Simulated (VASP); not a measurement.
Band structure of RbRu2P2 (space group I4/mmm). All values below come from LDA (Ceperley-Alder, Perdew-Zunger), VASP's LDA PAW potentials (set 64) (plane waves; VASP 6.6.1).

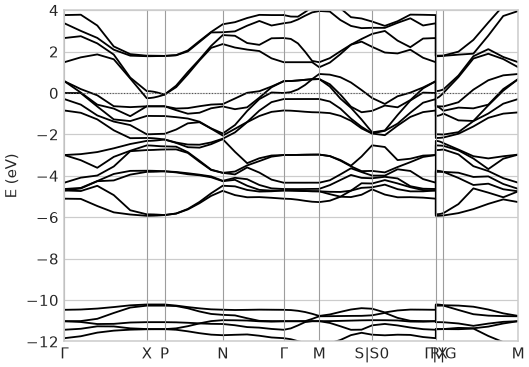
Bands along high-symmetry lines, zero at the valence-band maximum or, without a gap, the Fermi level

Task: Read the plot: is there a gap, and where are the band edges?

Result: It has no gap at this level: it comes out as a metal or semimetal.

The structure comes from a computed database's RbRu2P2 entry; how it stands against other phases isn't given here. The cell was not relaxed at this level. The k-mesh is coarse (spacing up to 0.31 per Å, 2π included), so the numbers may not be converged in it. The electron count is odd and the run is not spin-polarised, which forces a metal.
